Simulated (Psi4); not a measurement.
**InH2OF (SMILES [OH][InH][F]) at PBE/def2-SVP (core potential)**

Aim: the vertical singlet–triplet gap of InH2OF at PBE/def2-SVP (core potential), from 2 runs. 

The results are computed with Psi4 1.11.

22 further runs of the same task are left out: 20 that didn't finish, 2 set aside as unsound or not needed.

## (1) The structure to begin with

The species is InH2OF (5 atoms), meant as a singlet with charge 0. SMILES: `[OH][InH][F]`. Geometry: relaxed at PBE0-D4/def2-TZVP. This is a higher conformer, about 10 kJ/mol above the lowest found by a separate search.

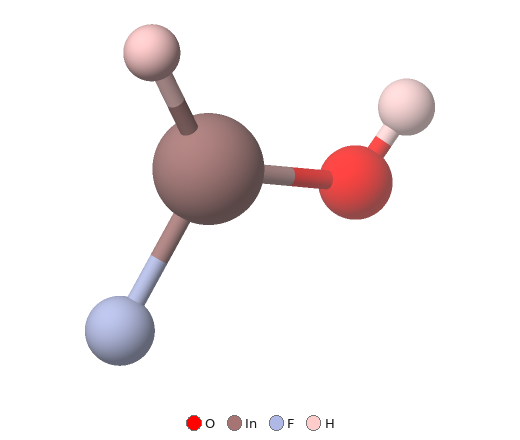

The structure, seen from a chosen angle (oxygen red, indium brown, fluorine light blue, hydrogen pink).

## (2) Energy and forces at PBE/def2-SVP (core potential)

The input, fh2ino.inp:

```
memory 2.2 GB

molecule {
  O     -1.279500    -0.345900    -0.577400
  In     0.480100     0.042500     0.210000
  F      1.185900    -1.654700     0.841500
  H     -1.725200     0.429800    -0.925700
  H      1.388500     1.454700     0.410200
  units angstrom
  symmetry c1
}

set basis def2-SVP
set reference rks
set puream true
set e_convergence 1e-09
set d_convergence 1e-08
set scf_type pk
set dft_radial_points 99
set dft_spherical_points 590

result, w = gradient("pbe", return_wfn=True)
oeprop(w, "WIBERG_LOWDIN_INDICES", "LOWDIN_CHARGES", "MULLIKEN_CHARGES", title="PBE")
```

Started as:

```console
$ psi4 fh2ino.inp fh2ino.out -n 1
```

fh2ino.out:

```text
[...]
    !!!  WARNING: ECP capability is in beta. Please check occupations closely.  !!!
[...]
  Running in c1 symmetry.
[...]
  Nuclear repulsion =  128.357212484484592
[...]
  Multiplicity = 1
[...]
  Nalpha       = 20
  Nbeta        = 20
[...]
    Number of basis functions: 64
[...]
   @RKS iter   1:  -365.75820485262761   -9.47393e-01   1.47373e-02 DIIS/ADIIS
[...]
   @RKS iter  12:  -366.10459724970116   -4.20641e-12   6.03042e-09 DIIS
[...]
    Orbital Energies [Eh]
    ---------------------
    Doubly Occupied:
       1A    -24.188361     2A    -18.752050     3A     -4.499429
       4A     -2.947900     5A     -2.937730     6A     -2.937087
       7A     -0.968210     8A     -0.874037     9A     -0.714137
      10A     -0.708774    11A     -0.708250    12A     -0.703001
      13A     -0.696316    14A     -0.427865    15A     -0.371247
      16A     -0.306748    17A     -0.288892    18A     -0.287350
      19A     -0.263935    20A     -0.253679
[...]
  @RKS Final Energy:  -366.10459724970116
   => Energetics <=
    Nuclear Repulsion Energy =            128.3572124844845916
    One-Electron Energy =                -835.5749911010746018
    Two-Electron Energy =                 377.4859257280361362
    DFT Exchange-Correlation Energy =     -36.3727443611472268
    Empirical Dispersion Energy =           0.0000000000000000
    VV10 Nonlocal Energy =                  0.0000000000000000
    Total Energy =                       -366.1045972497011576
[...]
 Multipole Moments:
 ------------------------------------------------------------------------------------
     Multipole            Electronic (a.u.)      Nuclear  (a.u.)        Total (a.u.)
 ------------------------------------------------------------------------------------
 L = 1.  Multiply by 2.5417464519 to convert [e a0] to [Debye]
 Dipole X            :          8.9360407           -9.0656474           -0.1296067
 Dipole Y            :         14.5711320          -13.1035321            1.4675999
 Dipole Z            :          1.8523107           -2.1652045           -0.3128938
 Magnitude           :                                                    1.5061706
[...]
  -Total Gradient:
     Atom            X                  Y                   Z
    ------   -----------------  -----------------  -----------------
       1        0.008635977905     0.017208074816     0.001259105585
       2       -0.006262527706    -0.011705622206    -0.001046318838
       3       -0.005186299699     0.012576117975    -0.004657223416
       4        0.006469062412    -0.013109737995     0.005370949202
       5       -0.003606950638    -0.005168012990    -0.000868607245
[...]
  Mulliken Charges: (a.u.)
   Center  Symbol    Alpha    Beta     Spin     Total
       1     O     4.20438  4.20438  0.00000 -0.40877
       2    IN    10.16103 10.16103  0.00000  0.67794
       3     F     4.69619  4.69619  0.00000 -0.39238
       4     H     0.41183  0.41183  0.00000  0.17634
       5     H     0.52656  0.52656  0.00000 -0.05312
   Total alpha = 20.00000, Total beta = 20.00000, Total charge =  0.00000
  Lowdin Charges: (a.u.)
   Center  Symbol    Alpha    Beta     Spin     Total
       1     O     4.11138  4.11138  0.00000 -0.22275
[...]
```

It took 25 s on 1 thread of Intel Xeon at 2.50GHz (Skylake/Cascade Lake), shared host; peak memory 0.65 GiB.

## (3) The triplet at the same level

The input, job.dat:

```
memory 2200 MB

molecule mol {
  0 3
  O     -1.279500    -0.345900    -0.577400
  In     0.480100     0.042500     0.210000
  F      1.185900    -1.654700     0.841500
  H     -1.725200     0.429800    -0.925700
  H      1.388500     1.454700     0.410200
  units angstrom
  symmetry c1
}

set basis def2-SVP
set reference uks
set puream true
set e_convergence 1e-09
set d_convergence 1e-08
set scf_type pk
set dft_radial_points 99
set dft_spherical_points 590
set maxiter 100

result, w = gradient('pbe', return_wfn=True)
oeprop(w, 'DIPOLE', 'MULLIKEN_CHARGES', 'MAYER_INDICES')
```

Started as:

```console
$ psi4 -n 1 job.dat job.out
```

job.out (excerpt; [...] marks lines left out):

```text
[...]
    !!!  WARNING: ECP capability is in beta. Please check occupations closely.  !!!
[...]
  Running in c1 symmetry.
[...]
  Nuclear repulsion =  128.357212484484592
[...]
  Multiplicity = 3
[...]
  Nalpha       = 21
  Nbeta        = 19
[...]
    Number of basis functions: 64
[...]
   @UKS iter   1:  -365.56129790499887   -7.50486e-01   1.45214e-02 DIIS/ADIIS
[...]
   @UKS iter  32:  -365.92622783256849   -7.95808e-13   4.61985e-09 DIIS
[...]
   @S^2 Observed:                2.003758630E+00
[...]
  @UKS Final Energy:  -365.92622783256849
   => Energetics <=
    Nuclear Repulsion Energy =            128.3572124844845916
    One-Electron Energy =                -834.9713328418174569
    Two-Electron Energy =                 377.0198259051892364
    DFT Exchange-Correlation Energy =     -36.3319333804248146
    Empirical Dispersion Energy =           0.0000000000000000
    VV10 Nonlocal Energy =                  0.0000000000000000
    Total Energy =                       -365.9262278325684861
[...]
  -Total Gradient:
     Atom            X                  Y                   Z
    ------   -----------------  -----------------  -----------------
       1        0.043932175122     0.020954142913     0.017737365237
       2       -0.006928876718     0.017935737581    -0.006391981400
       3       -0.022423643385     0.033765556258    -0.016635200488
       4        0.020220203689    -0.018924966723     0.013030280671
       5       -0.034751205753    -0.053929629141    -0.007682856838
[...]
 Multipole Moments:
 ------------------------------------------------------------------------------------
     Multipole            Electronic (a.u.)      Nuclear  (a.u.)        Total (a.u.)
 ------------------------------------------------------------------------------------
 L = 1.  Multiply by 2.5417464519 to convert [e a0] to [Debye]
 Dipole X            :          8.8285020           -9.0656474           -0.2371454
 Dipole Y            :         14.2833992          -13.1035321            1.1798671
 Dipole Z            :          1.8495422           -2.1652045           -0.3156623
 Magnitude           :                                                    1.2441732
[...]
  Mulliken Charges: (a.u.)
   Center  Symbol    Alpha    Beta     Spin     Total
       1     O     4.35917  3.87239  0.48677 -0.23156
       2    IN    10.62692  9.99359  0.63334  0.37949
       3     F     4.77794  4.52098  0.25696 -0.29893
[...]
```

Run time: 62 s. Hardware: 1 thread of Intel Xeon at 2.50GHz (Skylake/Cascade Lake), shared host; peak memory 0.65 GiB.

## (4) Summary of results

Level: PBE/def2-SVP (core potential).

| quantity | value |
| --- | --- |
| singlet: total energy | -366.10460 Eh |
| singlet: dipole moment | 3.83 D |
| singlet: HOMO energy | -6.90 eV |
| singlet: LUMO energy | -2.07 eV |
| singlet: HOMO–LUMO gap | 4.84 eV |
| singlet: largest force on an atom | 0.992 eV/Å |
| triplet: total energy | -365.92623 Eh |
| triplet: dipole moment | 3.16 D |
| triplet: HOMO energy (highest over α and β) | -2.78 eV |
| triplet: ⟨S²⟩ | 2.004 |
| triplet: largest force on an atom | 3.323 eV/Å |
| vertical energy of the triplet above the singlet | 4.854 eV |

**Reading.** At this shape the triplet lies 4.85 eV (468 kJ/mol) above the singlet. The largest force (singlet) is 0.99 eV/Å: the shape isn't a stationary point for this species at this level.
